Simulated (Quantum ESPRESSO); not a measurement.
# Ti2FeS4 (Heideite): which magnetic order is lowest

Aim: find out which collinear order of Ti2FeS4 (Heideite) costs least.

Calculated with Quantum ESPRESSO 7.5; PBEsol with U = 4.5 eV on Fe d and U = 3 eV on Ti d (ortho-atomic projectors); plane waves with GBRV 1.5 PBEsol potentials, no spin-orbit coupling.

The database entry behind the starting cell has ideal inner coordinates that were not refined, so it need not match the best structure at ambient conditions.

### 1. The starting structure

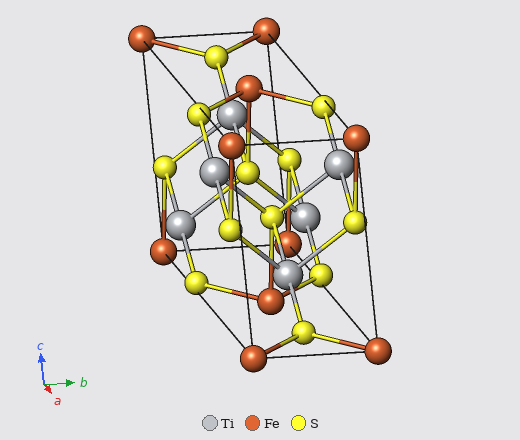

The cell as given, slightly off an axis (titanium light grey, iron orange, sulfur yellow). This picture shows the conventional cell, with its axes. Some periodic images of atoms are drawn too.

The cell comes from the Crystallography Open Database.

### 2. Start 1: ferro +++

The signs are those of the starting moments on the seeded atoms, the atoms that are given a moment.

Input file pw.in:

```
&CONTROL
  calculation = 'scf'
  prefix = 'pwscf'
  outdir = './tmp'
  pseudo_dir = './pseudo'
  disk_io = 'nowf'
/
&SYSTEM
  ibrav = 0
  nat = 7
  ntyp = 3
  ecutwfc = 40
  ecutrho = 280
  nbnd = 46
  occupations = 'smearing'
  smearing = 'fd'
  degauss = 0.00367493
  nspin = 2
  starting_magnetization(1) = 0.0833
  starting_magnetization(2) = 0.25
  starting_magnetization(3) = 0
/
&ELECTRONS
  conv_thr = 1.4d-08
  electron_maxstep = 150
  mixing_beta = 0.3
/
ATOMIC_SPECIES
Ti     47.8670 ti_pbesol_v1.4.uspp.F.UPF
Fe     55.8450 fe_pbesol_v1.5.uspp.F.UPF
S      32.0600 s_pbesol_v1.4.uspp.F.UPF
CELL_PARAMETERS angstrom
   6.6697945058   -1.7185000000    0.0000000000
   6.6697945058    1.7185000000    0.0000000000
  -2.6473131945    0.0000000000    5.3319735418
ATOMIC_POSITIONS crystal
Ti      0.2500000000    0.2500000000    0.2500000000
Ti      0.7500000000    0.7500000000    0.7500000000
Fe      0.0000000000    0.0000000000    0.0000000000
S       0.3750000000    0.3750000000    0.0416700000
S       0.6250000000    0.6250000000    0.9583300000
S       0.8750000000    0.8750000000    0.5416700000
S       0.1250000000    0.1250000000    0.4583300000
K_POINTS automatic
6 6 6 0 0 0
HUBBARD {ortho-atomic}
U Ti-3d 3.0000
U Fe-3d 4.5000
```

Started as:

```sh
OMP_NUM_THREADS=1 mpirun -n 4 pw.x -nk 4 -in pw.in > pw.out
```

Log:

```text
Program PWSCF v.7.5 starts

     Message from routine setup:
     using ibrav=0 with symmetry is DISCOURAGED, use correct ibrav instead

     K-points division:     npool     =       4
     Subspace diagonalization in iterative solution of the eigenvalue problem:

     G-vector sticks info
     --------------------
     sticks:   dense  smooth     PW     G-vecs:    dense   smooth      PW
     Sum        1831    1047    339                65303    28193    5207

     Using Slab Decomposition

     bravais-lattice index     =            0
     lattice parameter (alat)  =      13.0157  a.u.
     unit-cell volume          =     824.8530 (a.u.)^3
     number of atoms/cell      =            7
     number of atomic types    =            3
     number of electrons       =        64.00
     number of Kohn-Sham states=           46
     kinetic-energy cutoff     =      40.0000  Ry
     charge density cutoff     =     280.0000  Ry
     scf convergence threshold =      1.4E-08
     mixing beta               =       0.3000
     number of iterations used =            8  plain     mixing
     Exchange-correlation= SLA  PW   PSX  PSC
                           (   1   4  10   8   0   0   0)
     Hubbard projectors: ortho-atomic
     Hubbard parameters of DFT+U (Dudarev formulation) in eV:
     U(Ti-3d) =  3.0000
     U(Fe-3d) =  4.5000

     Internal variables: lda_plus_u =T, lda_plus_u_kind = 0

     Internal variables: orbital_resolved =F, hub_pot_fix =F, apply_U = F

     celldm(1)=  13.015728  celldm(2)=   0.000000  celldm(3)=   0.000000
     celldm(4)=   0.000000  celldm(5)=   0.000000  celldm(6)=   0.000000

     crystal axes: (cart. coord. in units of alat)
               a(1) = (   0.968373  -0.249505   0.000000 )
               a(2) = (   0.968373   0.249505   0.000000 )
               a(3) = (  -0.384358   0.000000   0.774138 )

     reciprocal axes: (cart. coord. in units 2 pi/alat)
               b(1) = (  0.516330 -2.003965  0.256357 )
               b(2) = (  0.516330  2.003965  0.256357 )
               b(3) = ( -0.000000  0.000000  1.291759 )

     PseudoPot. # 1 for Ti read from file:
     ti_pbesol_v1.4.uspp.F.UPF
     Pseudo is Ultrasoft + core correction, Zval = 12.0
     Generated by new atomic code, or converted to UPF format
     Using radial grid of  851 points,  6 beta functions with:
                l(1) =   0
                l(2) =   0
                l(3) =   1
                l(4) =   1
                l(5) =   2
                l(6) =   2
     Q(r) pseudized with  6 coefficients,  rinner =    1.000   1.000   1.000
                                                       1.000   1.000

     PseudoPot. # 2 for Fe read from file:
     fe_pbesol_v1.5.uspp.F.UPF
     Pseudo is Ultrasoft + core correction, Zval = 16.0
     Generated by new atomic code, or converted to UPF format
     Using radial grid of  861 points,  6 beta functions with:
                l(1) =   0
                l(2) =   0
                l(3) =   1
                l(4) =   1
                l(5) =   2
                l(6) =   2
     Q(r) pseudized with  8 coefficients,  rinner =    1.000   1.000   1.000
                                                       1.000   1.000

     PseudoPot. # 3 for S  read from file:
     s_pbesol_v1.4.uspp.F.UPF
     Pseudo is Ultrasoft + core correction, Zval =  6.0
     Generated by new atomic code, or converted to UPF format
     Using radial grid of  907 points,  6 beta functions with:
                l(1) =   0
                l(2) =   0
                l(3) =   1
                l(4) =   1
                l(5) =   2
                l(6) =   2
     Q(r) pseudized with  8 coefficients,  rinner =    1.300   1.300   1.300
                                                       1.300   1.300

     atomic species   valence    mass     pseudopotential
     Ti               12.00    47.86700     Ti( 1.00)
     Fe               16.00    55.84500     Fe( 1.00)
     S                 6.00    32.06000     S ( 1.00)

     Starting magnetic structure
     atomic species   magnetization
     Ti              0.083
     Fe              0.250
     S               0.000

      4 Sym. Ops., with inversion, found

   Cartesian axes

     site n.     atom                  positions (alat units)
         1        Ti     tau(   1) = (   0.3880972   0.0000000   0.1935345  )
         2        Ti     tau(   2) = (   1.1642917   0.0000000   0.5806035  )
         3        Fe     tau(   3) = (   0.0000000   0.0000000   0.0000000  )
         4        S      tau(   4) = (   0.7102639   0.0000000   0.0322583  )
         5        S      tau(   5) = (   0.8421251  -0.0000000   0.7418797  )
         6        S      tau(   6) = (   1.4864584   0.0000000   0.4193273  )
         7        S      tau(   7) = (   0.0659306   0.0000000   0.3548107  )

     number of k points=    68  Fermi-Dirac smearing, width (Ry)=  0.0037
                       cart. coord. in units 2pi/alat
        k(    1) = (   0.0000000   0.0000000   0.0000000), wk =   0.0046296
        k(    2) = (   0.0000000   0.0000000   0.2152932), wk =   0.0092593
        k(    3) = (   0.0000000   0.0000000   0.4305864), wk =   0.0092593
        k(    4) = (   0.0000000   0.0000000  -0.6458797), wk =   0.0046296
        k(    5) = (   0.0860550   0.3339941   0.0427261), wk =   0.0185185
        [... 63 further k-points ...]

     Dense  grid:    65303 G-vectors     FFT dimensions: (  72,  72,  60)

     Smooth grid:    28193 G-vectors     FFT dimensions: (  54,  54,  45)

     Check: negative core charge=   -0.000014
     Generating pointlists ...
     new r_m :   0.1486 (alat units)  1.9343 (a.u.) for type    1
     new r_m :   0.1487 (alat units)  1.9352 (a.u.) for type    2
     new r_m :   0.1486 (alat units)  1.9343 (a.u.) for type    3

     Initial potential from superposition of free atoms

     starting charge      60.9998, renormalised to      64.0000

     negative rho (up, down):  1.422E-03 1.201E-03

     STARTING HUBBARD OCCUPATIONS:

     =================== HUBBARD OCCUPATIONS ===================
     ------------------------ ATOM    1 ------------------------
     Tr[ns(  1)] (up, down, total) =   1.00000  0.00000  1.00000
     Atomic magnetic moment for atom   1 =   1.00000
     [... lines left out ...]
     ------------------------ ATOM    2 ------------------------
     Tr[ns(  2)] (up, down, total) =   1.00000  0.00000  1.00000
     Atomic magnetic moment for atom   2 =   1.00000
     [... lines left out ...]
     ------------------------ ATOM    3 ------------------------
     Tr[ns(  3)] (up, down, total) =   5.00000  0.00000  5.00000
     Atomic magnetic moment for atom   3 =   5.00000
     [... lines left out ...]
     Number of occupied Hubbard levels =    7.0000

     Atomic wfc used for Hubbard projectors are orthogonalized

     Starting wfcs are   49 randomized atomic wfcs

     Self-consistent Calculation

     iteration #  1     ecut=    40.00 Ry     beta= 0.30
     Davidson diagonalization with overlap
     ethr =  1.00E-02,  avg # of iterations =  4.9

     =================== HUBBARD OCCUPATIONS ===================
     ------------------------ ATOM    1 ------------------------
     Tr[ns(  1)] (up, down, total) =   1.65018  0.82303  2.47321
     Atomic magnetic moment for atom   1 =   0.82714
     [... lines left out ...]
     ------------------------ ATOM    2 ------------------------
     Tr[ns(  2)] (up, down, total) =   1.65018  0.82303  2.47321
     Atomic magnetic moment for atom   2 =   0.82714
     [... lines left out ...]
     ------------------------ ATOM    3 ------------------------
     Tr[ns(  3)] (up, down, total) =   4.69041  0.16651  4.85692
     Atomic magnetic moment for atom   3 =   4.52391
     [... lines left out ...]
     Number of occupied Hubbard levels =    9.8033

     negative rho (up, down):  1.135E-03 1.302E-03

     total energy              =    -583.78738118 Ry
     estimated scf accuracy    <       2.70209350 Ry

     total magnetization       =     6.30 Bohr mag/cell
     absolute magnetization    =     6.43 Bohr mag/cell

     iteration #  2     ecut=    40.00 Ry     beta= 0.30
     Davidson diagonalization with overlap
     ethr =  4.22E-03,  avg # of iterations =  2.9

     negative rho (up, down):  1.179E-03 1.346E-03

     total energy              =    -583.56704674 Ry
     estimated scf accuracy    <      11.51976509 Ry

     total magnetization       =     1.53 Bohr mag/cell
     absolute magnetization    =     1.64 Bohr mag/cell

     iteration #  3     ecut=    40.00 Ry     beta= 0.30
     Davidson diagonalization with overlap
     ethr =  4.22E-03,  avg # of iterations =  1.7

     negative rho (up, down):  9.446E-04 1.360E-03

     total energy              =    -584.45430239 Ry
     estimated scf accuracy    <       0.96523385 Ry

     total magnetization       =     6.36 Bohr mag/cell
     absolute magnetization    =     6.47 Bohr mag/cell

     [... further iterations left out ...]

     iteration # 54     ecut=    40.00 Ry     beta= 0.30
     Davidson diagonalization with overlap
     ethr =  9.05E-11,  avg # of iterations =  2.3

     negative rho (up, down):  2.202E-04 1.646E-03

     total energy              =    -584.59231963 Ry
     estimated scf accuracy    <       0.00000004 Ry

     total magnetization       =     6.00 Bohr mag/cell
     absolute magnetization    =     6.24 Bohr mag/cell

     iteration # 55     ecut=    40.00 Ry     beta= 0.30
     Davidson diagonalization with overlap
     ethr =  5.97E-11,  avg # of iterations =  4.2

     negative rho (up, down):  2.203E-04 1.646E-03

     total energy              =    -584.59232082 Ry
     estimated scf accuracy    <       0.00000002 Ry

     total magnetization       =     6.00 Bohr mag/cell
     absolute magnetization    =     6.24 Bohr mag/cell

     iteration # 56     ecut=    40.00 Ry     beta= 0.30
     Davidson diagonalization with overlap
     ethr =  3.13E-11,  avg # of iterations =  3.7

     negative rho (up, down):  2.204E-04 1.646E-03

     total energy              =    -584.59232024 Ry
     estimated scf accuracy    <       0.00000003 Ry

     total magnetization       =     6.00 Bohr mag/cell
     absolute magnetization    =     6.24 Bohr mag/cell

     iteration # 57     ecut=    40.00 Ry     beta= 0.30
     Davidson diagonalization with overlap
     ethr =  3.13E-11,  avg # of iterations =  4.2

     negative rho (up, down):  2.205E-04 1.646E-03

     Magnetic moment per site  (integrated on atomic sphere of radius R)
     atom   1 (R=0.149)  charge=  9.7169  magn=  0.8590
     atom   2 (R=0.149)  charge=  9.7169  magn=  0.8590
     atom   3 (R=0.149)  charge= 14.1345  magn=  3.5227
     atom   4 (R=0.149)  charge=  4.3992  magn=  0.0107
     atom   5 (R=0.149)  charge=  4.3992  magn=  0.0107
     atom   6 (R=0.149)  charge=  4.3523  magn= -0.0221
     atom   7 (R=0.149)  charge=  4.3523  magn= -0.0221

     End of self-consistent calculation

     =================== HUBBARD OCCUPATIONS ===================
     ------------------------ ATOM    1 ------------------------
     Tr[ns(  1)] (up, down, total) =   1.73215  0.61570  2.34785
     Atomic magnetic moment for atom   1 =   1.11645
     [... lines left out ...]
     ------------------------ ATOM    2 ------------------------
     Tr[ns(  2)] (up, down, total) =   1.73215  0.61570  2.34785
     Atomic magnetic moment for atom   2 =   1.11645
     [... lines left out ...]
     ------------------------ ATOM    3 ------------------------
     Tr[ns(  3)] (up, down, total) =   4.90987  1.26783  6.17770
     Atomic magnetic moment for atom   3 =   3.64204
     [... lines left out ...]
     Number of occupied Hubbard levels =   10.8734

     Number of k-points >= 100: set verbosity='high' to print the bands.

     the Fermi energy is    10.2390 ev

!    total energy              =    -584.59232136 Ry
     estimated scf accuracy    <          8.4E-09 Ry
     smearing contrib. (-TS)   =      -0.00153542 Ry
     internal energy E=F+TS    =    -584.59078595 Ry

     The total energy is F=E-TS. E is the sum of the following terms:
     one-electron contribution =    -318.25647933 Ry
     hartree contribution      =     182.15562337 Ry
     xc contribution           =     -98.40542194 Ry
     ewald contribution        =    -350.50084640 Ry
     Hubbard energy            =       0.41633836 Ry

     total magnetization       =     6.00 Bohr mag/cell
     absolute magnetization    =     6.24 Bohr mag/cell

     convergence has been achieved in  57 iterations

=------------------------------------------------------------------------------=
   JOB DONE.
=------------------------------------------------------------------------------=
```

The job ended after 15 min (4 MPI ranks of Arm Neoverse V2, shared host; peak memory 1.1 GiB).

Spin moment in the atom's sphere by atom:

| atom | spin moment in the atom's sphere (μB) |
| --- | --- |
| Ti1 | 0.86 |
| Ti2 | 0.86 |
| Fe3 | 3.52 |
| S4 | 0.01 |
| S5 | 0.01 |
| S6 | -0.02 |
| S7 | -0.02 |

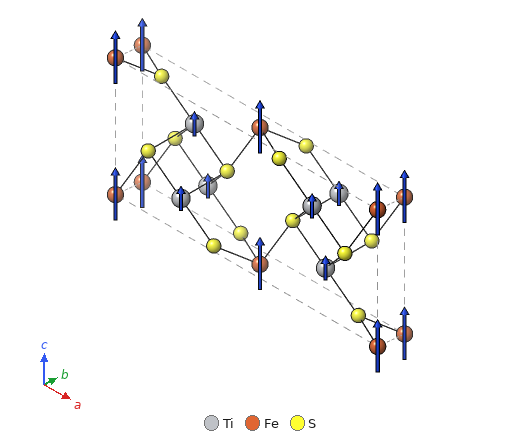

Spin moment in the atom's sphere as arrows, the longest 3.52 μB. Up and down stand for the sign. Arrows give size and sign along the axis of quantisation, drawn up and down the page. Each arrow also spans its atom, so small moments look longer than they are. Some periodic images of atoms are drawn too.

This step gave:

```yaml
smearing_term_ts: 0.02089 eV
magnetization: 5.998 μB
absolute_magnetization: 6.239 μB
final_state: ferromagnetic
```

[end of part 1 of 2]

[Logs and program files are shortened in this print: banners, set-up blocks, solver, clock and traceback lines can be left out without a mark of their own.]

[Logs are printed without paths, hosts, clocks, repeated set-up lines and the standing remarks that a program may print on its own settings, such as how far it seeks lower states.]

[Hosts, paths, dates, database ids (printed as entryN), source tags and the programs' standing remarks are cut or masked in the printed files.]

[Where a cell is said to come from a database of computed structures, the database is the Materials Project.]
